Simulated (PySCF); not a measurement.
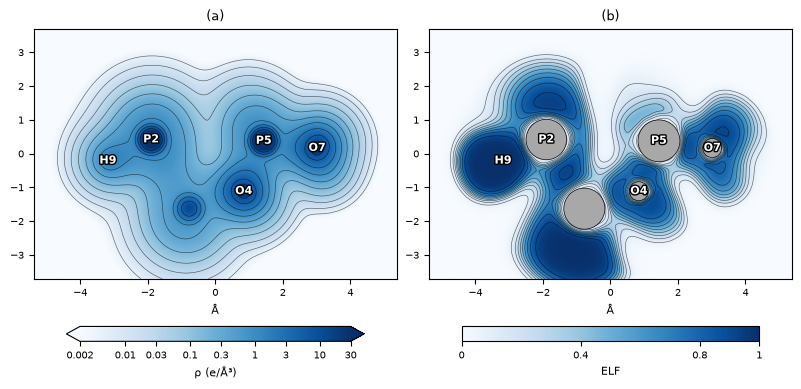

Figure. H₆O₄P₂Si₂ (SMILES O=P(O)(O)O[Si]P[SiH3]). (a) electron density; (b) electron localisation function on the plane of atoms O4, P5 and O7. Grey discs cover the atomic cores in the ELF map.

Geometry: PBE0-D3(BJ)/def2-SVP.

Computed with PBE0/pcSseg-1, SCF density, gas phase, non-relativistic in PySCF.

Input

```
{"job": {"kind": "nmr", "xc": "PBE0", "basis": "pcSseg-1"}, "charge": 0, "multiplicity": 1}
Si     0.311262    -1.799017    -0.270262
P      1.041030     0.029999    -1.596014
Si    -1.174559    -0.073707    -1.812720
O      0.230436    -1.000122     1.255309
P      0.109189     0.572294     1.561930
O     -0.821011     1.263210     0.641262
O     -0.291081     0.638151     3.099740
O      1.616651     1.120290     1.565455
H      1.335253    -0.812076    -2.709933
H     -2.020626     1.111606    -1.566109
H     -1.552752    -0.791708    -3.067123
H     -1.484492    -1.212235    -0.761453
H      0.196420     0.007387     3.644940
H      1.913794     1.280301     0.654289
```

Launched as:

```sh
OMP_NUM_THREADS=1 python cluster_run.py task.json out
```

Question: Interpret the plot.

Answer:
- Atoms in the plane: P, O and H.
- P–O (1.59 Å): ρ at the midpoint is about 1.5 e/Å³; the ELF peaks at about 0.90 between the atoms; a polar covalent bond.
- P–H (1.43 Å): ρ is about 1 e/Å³ halfway; the ELF climbs to about 1 towards the hydrogen, as it does in any bond to H.
- The ELF also peaks beside Si1, O4, O7 and P2, away from the bonds: lone-pair regions.
